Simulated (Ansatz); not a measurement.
**PBE0/STO-3G run of SnF2 (SMILES [F][Sn][F])**

What is the vertical singlet–triplet gap of SnF2 at PBE0/STO-3G? 

Program for the calculation: Ansatz 0.2.0.

54 further runs of the same task are left out: 21 that didn't finish, 33 set aside as unsound or not needed.

### 1 The system as given

SnF2: 3 atoms, total charge 0, spin state singlet. SMILES: `[F][Sn][F]`. Geometry: a GFN2-xTB relaxation, a rough one for these elements and not checked as a minimum.

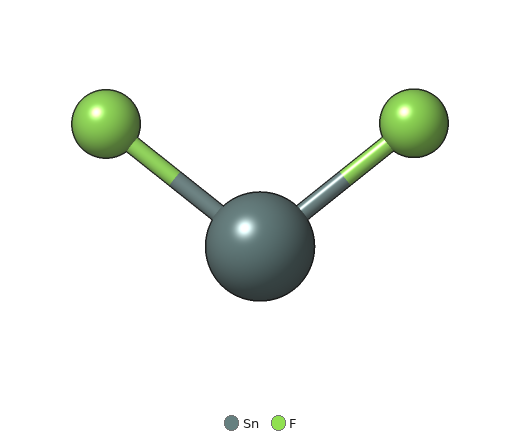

The structure, seen from a chosen angle (tin teal, fluorine green).

### 2 The energy at PBE0/STO-3G

Contents of in.yaml:

```yaml
crystal:
  periodic: [false, false, false]
  atoms:
    - {symbol: Sn, position_ang: [0.005290, -0.007560, -0.865150]}
    - {symbol: F, position_ang: [1.618310, -0.021230, 0.443060]}
    - {symbol: F, position_ang: [-1.623610, 0.028790, 0.422090]}
basis:
  gaussian:
    orbitals: STO-3G
hamiltonian:
  xc: pbe0
accuracy: high
```

On the command line:

```sh
ansatz run in.yaml --threads 1 --pin off --max-ram 2610MiB --events-out events.jsonl --progress --plain --runs-dir runs
```

The log of the run:

```text
Warning: RAYON_NUM_THREADS=1 ignored (pool sized by the plan → 1); use --threads N
Functional definition: PBE0
  name "PBE0"
  parameter a = 0.25
  parameter kappa = 0.804
  parameter beta = 0.06672455060314922
  exchange = (1 - a)*pbe_x(kappa = kappa, mu = beta*pi^2/3) + a*exact_x
  correlation = pbe_c(beta = beta)
675 factors; integrals over basis functions are off by at most 4.9e-9 eV
mean field evaluation 1: about -167663.3148 eV, gradient 2.3e1 eV
mean field evaluation 2: about -167641.6690 eV, gradient 7.8e1 eV
mean field evaluation 4: about -167666.6122 eV, gradient 6.6e-1 eV
mean field evaluation 8: about -167666.5971 eV, gradient 2.0e-1 eV
mean field evaluation 16: about -167666.5973 eV, gradient 1.6e-7 eV
mean field -167666.59728908 eV, -6161.6338018721 hartree, gradient 3.9e-8 eV, S^2 0.000000; 0 other end points of the search recorded, 0 dependent functions left out
reference -167666.59729015 eV, -6161.6338019114 hartree; 34, 34 occupied and 3, 3 virtual orbitals, 675 factors
Total energy: -167666.59729015 eV, -6161.6338019114 hartree
```

It took 2 s on 1 thread of Arm Neoverse V1, shared host; peak memory 0.12 GiB.

### 3 The triplet at the same level

Contents of molecule.yaml:

```yaml
crystal:
  periodic: [false, false, false]
  atoms:
    - {symbol: Sn, position_ang: [0.005290, -0.007560, -0.865150]}
    - {symbol: F, position_ang: [1.618310, -0.021230, 0.443060]}
    - {symbol: F, position_ang: [-1.623610, 0.028790, 0.422090]}
basis:
  gaussian:
    orbitals: STO-3G
magnetization:
  spin_polarized: true
  initial_magnetization: 2
hamiltonian:
  xc: pbe0
accuracy: high
```

On the command line:

```sh
ansatz run molecule.yaml --threads 1 --pin off --max-ram 2610MiB --events-out events.jsonl --progress --plain --runs-dir runs
```

The log of the run, shortened:

```text
Warning: RAYON_NUM_THREADS=1 ignored (pool sized by the plan → 1); use --threads N
[... 7 set-up lines as earlier in the session ...]
675 factors; integrals over basis functions are off by at most 4.9e-9 eV
mean field evaluation 1: about -167662.9850 eV, gradient 1.2e1 eV
mean field evaluation 2: about -167656.2142 eV, gradient 3.2e1 eV
mean field evaluation 4: about -167664.6757 eV, gradient 2.5e-1 eV
mean field evaluation 8: about -167664.6613 eV, gradient 1.1e-1 eV
mean field evaluation 16: about -167664.6615 eV, gradient 5.3e-6 eV
mean field -167664.66147334 eV, -6161.5626619558 hartree, gradient 1.5e-8 eV, S^2 2.011927; 2 other end points of the search recorded, 0 dependent functions left out
reference -167664.66147447 eV, -6161.5626619975 hartree; 35, 33 occupied and 2, 4 virtual orbitals, 675 factors
Total energy: -167664.66147447 eV, -6161.5626619975 hartree
```

Run time: 4.2 s. Hardware: 1 thread of Arm Neoverse V1, shared host; peak memory 0.18 GiB.

### 4 What came out

At PBE0/STO-3G:

```
                                        quantity           value
                           singlet: total energy  -6161.63380 Eh
                           triplet: total energy  -6161.56266 Eh
                                   triplet: ⟨S²⟩           2.012
vertical energy of the triplet above the singlet        1.936 eV
```

At this shape the triplet lies 1.94 eV (45 kcal/mol) above the singlet. In a minimal basis such a difference can be off by several eV, whatever the method. Relativity is left out (singlet) although the molecule holds a heavy atom. Relativity is left out (triplet) although the molecule holds a heavy atom.
